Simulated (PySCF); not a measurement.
C$_{3}$H$_{11}$NOSi$_{4}$: NMR shielding calculation

The run: NMR shielding calculation of C$_{3}$H$_{11}$NOSi$_{4}$. Method and program: GIAO PBE0/pcSseg-1 NMR shielding, non-relativistic, gas phase (PySCF 2.14.0).

The geometry comes from this level: GFN2-xTB. It belongs to a series of runs on one base structure; here: constitutional isomer. Figures and captions count atoms from 1; the log counts them from 0 in places.

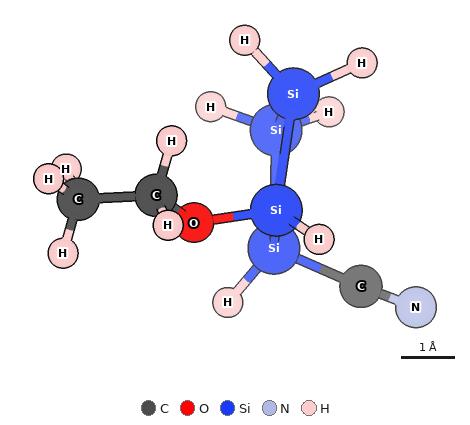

Fig. 1: The structure as given in the input (ball-and-stick view, seen at an oblique angle).

## Summary

```csv
quantity,value
outcome,converged
total energy,−1408.051845 hartree
HOMO,−7.62 eV
LUMO,−2.07 eV
dipole moment,5.11 D
"isotropic shielding, C",64.0 to 166.2 ppm
"isotropic shielding, O",319.4 ppm
"isotropic shielding, Si",324.9 to 448.3 ppm
"isotropic shielding, N",−109.5 ppm
"isotropic shielding, H",25.2 to 30.7 ppm
hardware,"1 CPU thread, shared host"
wall time,71 s
peak memory,1.1 GiB
```

## The input
```
{"job": {"kind": "nmr", "xc": "PBE0", "basis": "pcSseg-1"}, "charge": 0, "multiplicity": 1}
C     -3.229572    -0.645861    -0.430841
C     -2.333002     0.574460    -0.294722
O     -1.207579     0.254265     0.465267
Si     0.222153     1.042560     0.540440
Si     1.390714     0.773397    -1.500504
Si     2.483519    -1.128893    -0.606028
Si     1.508264    -0.663050     1.513274
C      2.825309     0.146444     2.551738
N      3.656155     0.673100     3.144354
H     -4.113283    -0.394001    -1.010338
H     -2.692626    -1.448869    -0.930079
H     -3.535210    -0.992712     0.552966
H     -2.018986     0.926618    -1.286443
H     -2.876603     1.391182     0.196525
H     -0.017347     2.391162     1.090649
H      2.280498     1.873247    -1.894913
H      0.593005     0.544707    -2.719074
H      2.081522    -2.425454    -1.177026
H      3.948986    -1.187524    -0.658842
H      1.028936    -1.694099     2.450561
```

The first line tells a small driver script what to run in PySCF; the rest is the geometry in Å.

Launched with:
```bash
OMP_NUM_THREADS=1 python <driver script> task.json out
```

## Output
```
coarse grid: 18728 points
cycle   1  E = -1407.8741829005  dE =  7.895e-01  |g| = 7.556e-01  |ddm| = 4.184e+00
cycle   2  E = -1407.5853037931  dE =  2.889e-01  |g| = 1.401e+00  |ddm| = 2.582e+00
cycle   3  E = -1407.9845504087  dE = -3.992e-01  |g| = 1.817e-01  |ddm| = 2.004e+00
cycle   4  E = -1407.9898168043  dE = -5.266e-03  |g| = 1.018e-01  |ddm| = 1.762e-01
cycle   5  E = -1407.9917344168  dE = -1.918e-03  |g| = 3.541e-02  |ddm| = 9.198e-02
cycle   6  E = -1407.9920157764  dE = -2.814e-04  |g| = 4.136e-03  |ddm| = 3.957e-02
cycle   7  E = -1407.9920197934  dE = -4.017e-06  |g| = 8.910e-04  |ddm| = 5.780e-03
final grid: 162624 points
cycle   8  E = -1408.0518250206  dE = -2.351e-05  |g| = 1.016e-02  |ddm| = 2.508e-02
cycle   9  E = -1408.0518042463  dE =  2.077e-05  |g| = 1.471e-02  |ddm| = 1.918e-02
cycle  10  E = -1408.0518437769  dE = -3.953e-05  |g| = 1.995e-03  |ddm| = 1.356e-02
cycle  11  E = -1408.0518445985  dE = -8.216e-07  |g| = 5.766e-04  |ddm| = 2.046e-03
cycle  12  E = -1408.0518446559  dE = -5.732e-08  |g| = 2.483e-04  |ddm| = 5.400e-04
cycle  13  E = -1408.0518446689  dE = -1.306e-08  |g| = 2.771e-05  |ddm| = 2.094e-04
cycle  14  E = -1408.0518446691  dE = -1.537e-10  |g| = 9.070e-06  |ddm| = 4.288e-05
```

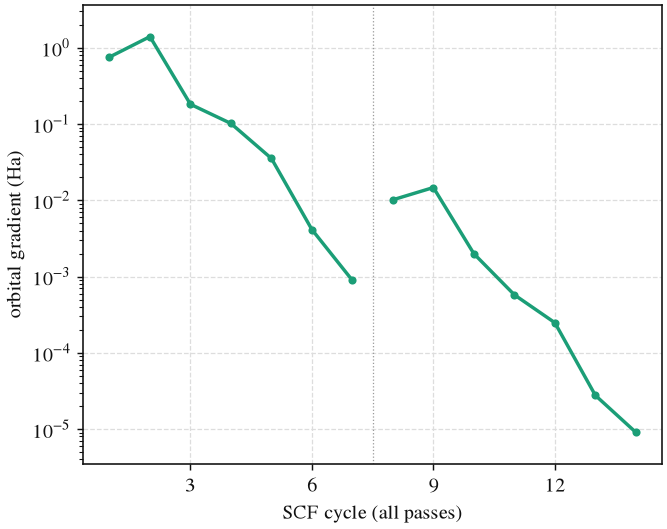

Fig. 2: Convergence of the self-consistent field: orbital gradient against the SCF cycle. The dotted line marks the change from a coarse to the final integration grid. The first 7 cycles use a coarse grid, the final grid takes over at cycle 8, and the field converges after 14 cycles in all.

```
converged SCF energy = -1408.0518446691

GIAO shielding tensors (ppm)
atom      isotropic    diamagn.    paramagn.     s11        s22        s33       span
  0 C      166.184     246.526     -80.342    148.061    164.663    185.828     37.767
  1 C      122.107     243.048    -120.941     90.348    107.797    168.176     77.828
  2 O      319.403     403.912     -84.509    266.975    342.639    348.594     81.619
  3 Si     324.922     881.134    -556.212    253.998    332.498    388.271    134.273
  4 Si     448.343     881.684    -433.341    399.719    437.632    507.677    107.958
  5 Si     437.906     881.113    -443.207    399.358    420.267    494.094     94.736
  6 Si     430.341     882.009    -451.668    367.201    428.651    495.170    127.969
  7 C       63.959     263.479    -199.521    -52.888    -46.461    291.226    344.114
  8 N     -109.499     337.475    -446.974   -305.570   -296.257    273.330    578.900
  9 H       30.701      26.652       4.049     26.678     27.431     37.995     11.318
 10 H       30.383      30.776      -0.393     26.296     29.804     35.050      8.754
 11 H       30.207      28.829       1.378     26.572     28.372     35.677      9.106
 12 H       28.215      31.360      -3.146     23.364     29.085     32.195      8.831
 13 H       27.768      28.743      -0.975     22.714     27.400     33.190     10.476
 14 H       25.176      29.943      -4.767     22.129     23.853     29.546      7.418
 15 H       27.631      29.996      -2.365     24.355     25.157     33.380      9.025
 16 H       27.382      30.312      -2.930     23.858     25.553     32.734      8.875
 17 H       27.361      29.665      -2.303     24.433     24.744     32.907      8.474
 18 H       27.314      29.195      -1.880     23.900     24.958     33.086      9.186
 19 H       26.784      29.703      -2.919     23.198     24.970     32.183      8.985
```

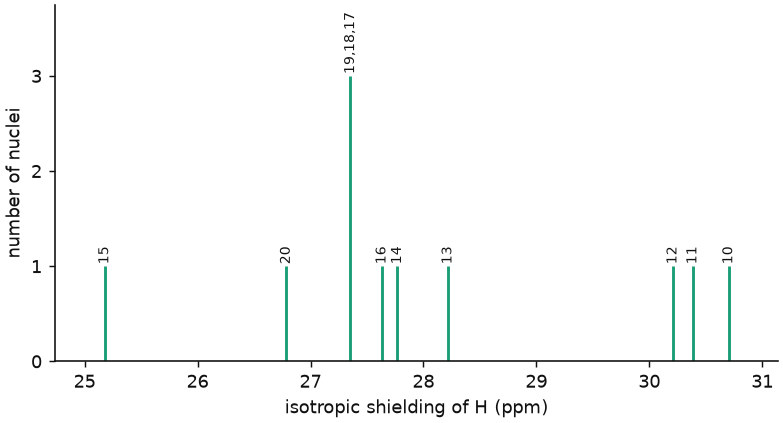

Fig. 3: Isotropic shieldings of the hydrogen nuclei in this fixed geometry, labelled by atom number; shielding grows to the right, so chemical shift grows to the left. The least shielded is H15 (25.2 ppm), the most shielded H10 (30.7 ppm).

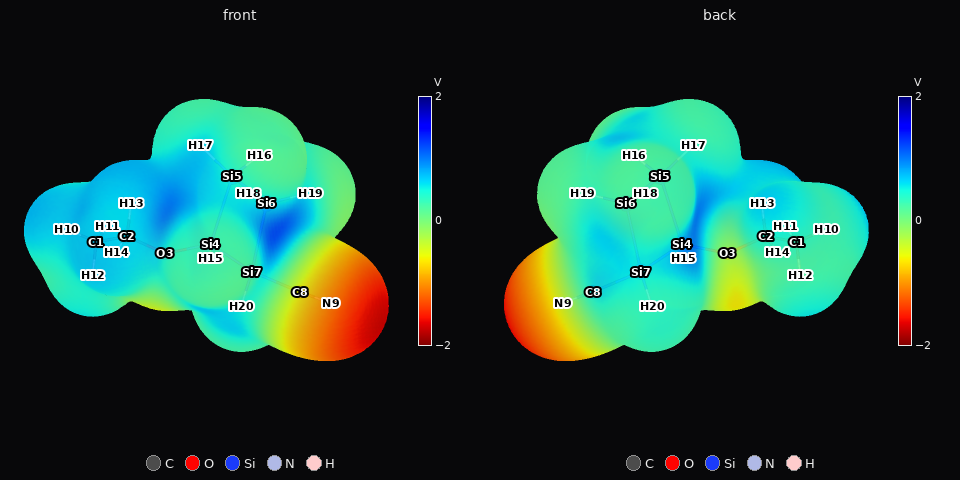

Fig. 4: The molecular electrostatic potential painted on the density surface at 0.001 e/bohr³, seen face on and from behind; the colour scale runs from red (negative) to blue (positive). A positive charge is drawn to the negative regions and a negative charge to the positive ones. Its dipole moment is 5.11 D.

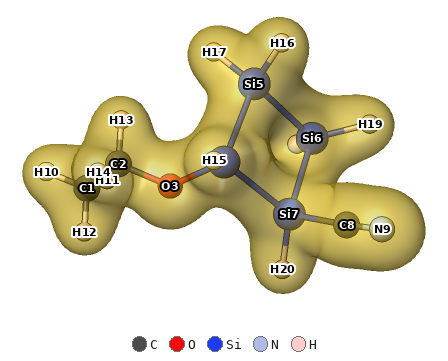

Fig. 5: Isosurface of the total electron density at 0.2 e/Å³ (yellow), seen at a tilt. At this value the surface is in one piece. On the grid the lowest density along these lines, outside the cores, is 3.3 e/Å³ (C–N, 1.15 Å), 1.8 e/Å³ (C–O, 1.40 Å), 1.7 e/Å³ (C–C, 1.52 Å) and 0.97 e/Å³ (Si–O, 1.63 Å).
